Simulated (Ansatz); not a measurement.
**CH8BOP: single point in a Gaussian basis from a Python script**

Wanted for CH8BOP: a single point in a Gaussian basis. SMILES: CO[BH2-][PH3+].

Computed with Ansatz 0.2.0 through its Python package. Level of theory: MP2/cc-pVTZ.

## Step 1: The system

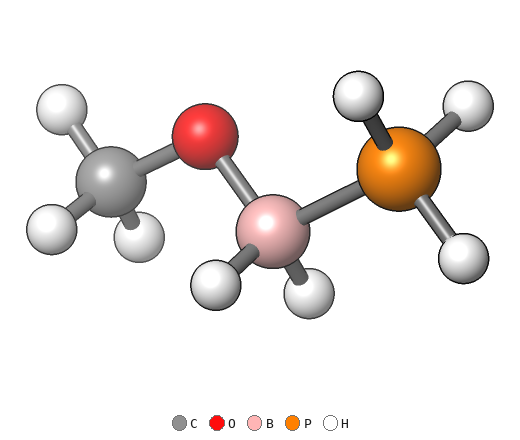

The structure that the script starts from, seen from a chosen angle (carbon grey, oxygen red, boron pink, phosphorus orange, hydrogen white).

No structure file is read: the coordinates are typed or built in the script.

## Step 2: Script

ch8bop_energy.py

```python
"""Electronic structure of the CH8BOP molecule."""

import argparse

import ansatz as az
import numpy as np
import pandas as pd

parser = argparse.ArgumentParser(description="Electronic structure of the CH8BOP molecule.")
parser.add_argument("--basis-set", required=True, help="basis")
parser.add_argument("--level", required=True, help="wavefunction method")
args = parser.parse_args()


def main() -> None:
    ch8bop = (
        az.Crystal.molecule()
        .atom("C", (-1.9523, 0.5522, 0.0383))
        .atom("O", (-0.5666, 0.8069, 0.0515))
        .atom("B", (0.1789, -0.4771, -0.0301))
        .atom("P", (2.0363, -0.1144, -0.0112))
        .atom("H", (-2.2698, 0.0611, -0.9099))
        .atom("H", (-2.2661, -0.053, 0.9194))
        .atom("H", (-2.4871, 1.5223, 0.0999))
        .atom("H", (-0.0819, -1.051, -1.044))
        .atom("H", (-0.078, -1.1726, 0.9056))
        .atom("H", (2.3706, 0.5538, 1.1819))
        .atom("H", (2.7501, -1.3252, -0.0881))
        .atom("H", (2.366, 0.697, -1.1133))
    )

    base = (
        ch8bop.calculation()
        .basis(gaussian=args.basis_set)
        .correlation(args.level)
        .forces()
    )
    print(base.to_yaml())
    trace = []
    res = base.session().plan().execute(on_event=trace.append)
    summary = res.report
    for event in trace:
        if event["event"] == "mean_field_evaluation" and event["data"]["evaluation"] <= 25:
            print("pass {evaluation:3d}  E = {energy_ev:.6f} eV  gradient {gradient_ev:.1e}".format(**event["data"]))

    for key in ("converged", "free_energy_ev", "reference_energy_ev", "n_frozen", "n_occupied", "n_virtual"):
        print(f"{key:22s} {summary[key]}")

    print("correlation energy", round(summary["free_energy_ev"] - summary["reference_energy_ev"], 5), "eV")
    cluster = summary["correlation"].get("coupled_cluster")
    if cluster:
        print("cycles", cluster["cycles"], " T1 diagnostic", round(cluster["t1_diagnostic"], 4), " largest double", round(cluster["largest_double"], 4))

    state = summary["mean_field"]["state"]
    print(f"mean field: {state['energy']['hartree']:.7f} Ha, <S^2> = {abs(state['spin_squared']):.4f}, stability: {state.get('stability', {}).get('kind')}")

    symbols = [site.symbol for site in ch8bop.cartesian_sites]
    forces = np.array(summary["forces_ev_ang"])
    print("largest force", round(float(np.linalg.norm(forces, axis=1).max()), 4), "eV/A, rms", round(float(np.sqrt((forces ** 2).mean())), 4))

    charges = summary["charge_distribution"]
    table = pd.DataFrame({"atom": symbols, "mulliken": charges["mulliken_charges_e"], "lowdin": charges["lowdin_charges_e"]})
    print(table.round(3).to_string())
    print("dipole (e A):", np.round(charges["dipole_moment_e_ang"], 4) + 0.0)


if __name__ == "__main__":
    main()
```

## Step 3: Running it

Launch:

```sh
> python ch8bop_energy.py --basis-set cc-pVTZ --level MP2
```

Standard output:

```text
crystal:
  periodic: [false, false, false]
  atoms:
    - { symbol: C, position_ang: [-1.9523, 0.5522, 0.0383] }
    - { symbol: O, position_ang: [-0.5666, 0.8069, 0.0515] }
    - { symbol: B, position_ang: [0.1789, -0.4771, -0.0301] }
    - { symbol: P, position_ang: [2.0363, -0.1144, -0.0112] }
    - { symbol: H, position_ang: [-2.2698, 0.0611, -0.9099] }
    - { symbol: H, position_ang: [-2.2661, -0.053, 0.9194] }
    - { symbol: H, position_ang: [-2.4871, 1.5223, 0.0999] }
    - { symbol: H, position_ang: [-0.0819, -1.051, -1.044] }
    - { symbol: H, position_ang: [-0.078, -1.1726, 0.9056] }
    - { symbol: H, position_ang: [2.3706, 0.5538, 1.1819] }
    - { symbol: H, position_ang: [2.7501, -1.3252, -0.0881] }
    - { symbol: H, position_ang: [2.366, 0.697, -1.1133] }
basis:
  gaussian:
    orbitals: cc-pVTZ
correlation:
  method: mp2
output:
  forces: true

pass   1  E = -13134.766232 eV  gradient 3.7e+01
pass   2  E = -13135.012776 eV  gradient 3.7e+01
pass   3  E = -13138.047739 eV  gradient 2.2e+01
pass   4  E = -13138.908334 eV  gradient 5.0e+00
pass   5  E = -13138.982041 eV  gradient 1.2e+00
pass   6  E = -13138.982270 eV  gradient 1.2e+00
pass   7  E = -13138.980587 eV  gradient 1.2e+00
pass   8  E = -13138.985168 eV  gradient 2.6e-01
pass   9  E = -13138.985560 eV  gradient 6.1e-02
pass  10  E = -13138.985553 eV  gradient 6.0e-02
pass  11  E = -13138.985578 eV  gradient 2.9e-05
pass  12  E = -13138.985578 eV  gradient 7.9e-04
pass  13  E = -13138.985578 eV  gradient 1.1e-06
pass  14  E = -13138.985578 eV  gradient 8.1e-06
pass  15  E = -13138.714957 eV  gradient 1.2e+00
pass  16  E = -13138.985578 eV  gradient 8.1e-06
converged              True
free_energy_ev         -13158.342216153616
reference_energy_ev    -13138.98557826389
n_frozen               8
n_occupied             [13, 13]
n_virtual              [215, 215]
correlation energy -19.35664 eV
mean field: -482.8488141 Ha, <S^2> = 0.0000, stability: minimum
largest force 2.3093 eV/A, rms 0.5313
   atom  mulliken  lowdin
0     C    -0.153  -0.036
1     O    -0.361   0.809
2     B    -0.143  -1.335
3     P     0.163   1.058
4     H     0.076  -0.086
5     H     0.076  -0.086
6     H     0.108  -0.091
7     H    -0.032  -0.032
8     H    -0.032  -0.032
9     H     0.099  -0.058
10    H     0.098  -0.054
11    H     0.099  -0.058
dipole (e A): [ 0.9862 -0.0176 -0.0031]
```

Run time: 21 s. Hardware: 1 thread of Arm Neoverse V2, shared host; peak memory 0.74 GiB.

Lines on the test bed's own set-up are left out of the output.

A comment line of the script is reworded here; the code is as run.

## Step 4: Size and end state of the run

From the engine's report, whether the script printed it or not:

```
                              item         value
                 SCF cycles in all            16
orbitals (without the frozen core)           228
                 total energy (eV)  -13158.34222
```

## Step 5: The same input on the command line

Run from a file, the same calculation prints its log.

input.yaml

```yaml
crystal:
  periodic: [false, false, false]
  atoms:
    - { symbol: C, position_ang: [-1.9523, 0.5522, 0.0383] }
    - { symbol: O, position_ang: [-0.5666, 0.8069, 0.0515] }
    - { symbol: B, position_ang: [0.1789, -0.4771, -0.0301] }
    - { symbol: P, position_ang: [2.0363, -0.1144, -0.0112] }
    - { symbol: H, position_ang: [-2.2698, 0.0611, -0.9099] }
    - { symbol: H, position_ang: [-2.2661, -0.053, 0.9194] }
    - { symbol: H, position_ang: [-2.4871, 1.5223, 0.0999] }
    - { symbol: H, position_ang: [-0.0819, -1.051, -1.044] }
    - { symbol: H, position_ang: [-0.078, -1.1726, 0.9056] }
    - { symbol: H, position_ang: [2.3706, 0.5538, 1.1819] }
    - { symbol: H, position_ang: [2.7501, -1.3252, -0.0881] }
    - { symbol: H, position_ang: [2.366, 0.697, -1.1133] }
basis:
  gaussian: { orbitals: cc-pVTZ }
correlation:
  method: mp2
output:
  forces: true
```

Launch:

```sh
> ansatz run input.yaml --threads 1 --pin off --max-ram 4096MiB --backend cpu --events-out ev --progress --plain --runs-dir out
```

Standard output:

```text
Warning: RAYON_NUM_THREADS=1 ignored (pool sized by the plan → 1); use --threads N
Engine: ansatz 0.2.0, aarch64-unknown-linux-gnu
Functional definition: HF
  exchange = exact_x
  correlation = 0
1328 factors; integrals over basis functions are off by at most 1.3e-3 eV
mean field evaluation 1: about -13134.7662 eV, gradient 3.7e1 eV
mean field evaluation 2: about -13135.0128 eV, gradient 3.7e1 eV
mean field evaluation 4: about -13138.9083 eV, gradient 5.0e0 eV
mean field evaluation 8: about -13138.9852 eV, gradient 2.6e-1 eV
mean field -13138.98557826 eV, -482.8488140769 hartree, gradient 8.1e-6 eV, S^2 0.000000; 0 other end points of the search recorded, 0 dependent functions left out
8 core orbitals not correlated: weight in the atoms' cores, before any rotation towards them, 1.000 or more for the frozen orbitals, at most 0.000 for the correlated occupied ones
reference -13138.98557826 eV, -482.8488140769 hartree; 13, 13 occupied and 215, 215 virtual orbitals, 1328 factors
second order -19.35663789 eV of doubles, -0.00000000 eV of singles
the calculation of the forces begins
mean field evaluation 16: about -13138.9856 eV, gradient 8.1e-6 eV
Total energy: -13158.34221615 eV, -483.5601573990 hartree
Atom 0 at    -1.952300     0.552200     0.038300 Å, force    -0.448849     0.470739     0.031113 eV/Å
Atom 1 at    -0.566600     0.806900     0.051500 Å, force     0.589579    -0.369305    -0.024817 eV/Å
Atom 2 at     0.178900    -0.477100    -0.030100 Å, force    -2.212449     0.660415     0.044768 eV/Å
Atom 3 at     2.036300    -0.114400    -0.011200 Å, force    -0.579986     0.095185     0.007636 eV/Å
Atom 4 at    -2.269800     0.061100    -0.909900 Å, force     0.159290     0.061963     0.628427 eV/Å
Atom 5 at    -2.266100    -0.053000     0.919400 Å, force     0.156154     0.139548    -0.616735 eV/Å
Atom 6 at    -2.487100     1.522300     0.099900 Å, force     0.316792    -0.501100    -0.031970 eV/Å
Atom 7 at    -0.081900    -1.051000    -1.044000 Å, force     0.350830    -0.400784    -0.495548 eV/Å
Atom 8 at    -0.078000    -1.172600     0.905600 Å, force     0.352501    -0.459898     0.441349 eV/Å
Atom 9 at     2.370600     0.553800     1.181900 Å, force     0.531225    -0.090063    -0.437009 eV/Å
Atom 10 at     2.750100    -1.325200    -0.088100 Å, force     0.251787     0.536833     0.032783 eV/Å
Atom 11 at     2.366000     0.697000    -1.113300 Å, force     0.533124    -0.143535     0.420004 eV/Å
Dipole moment:     0.986211    -0.017611    -0.003085 e Å
```

Run time: 21 s. Hardware: 1 thread of Arm Neoverse V2, shared host; peak memory 0.62 GiB.

Script and command line differ by 0.000 meV in the energy.

## Step 6: Outcome

| quantity | value |
| --- | --- |
| total energy | -13158.3422 eV |
| largest force | 2.309 eV/Å |
| dipole moment | 4.74 D |

What this shows: Forces reach 2.31 eV/Å, so the atoms aren't at rest. What to keep in mind:
- The geometry is a force-field or estimated start, not a minimum of this method, and the basis set is short of its limit.
- The Löwdin charges here are taken after orthogonalising the functions within each atom; they differ from plain Löwdin charges, and their signs can be unphysical.
- Inner cores stay frozen, so this is valence correlation.
- Early passes use coarser integrals and grids, so their energies can't be compared with the last.
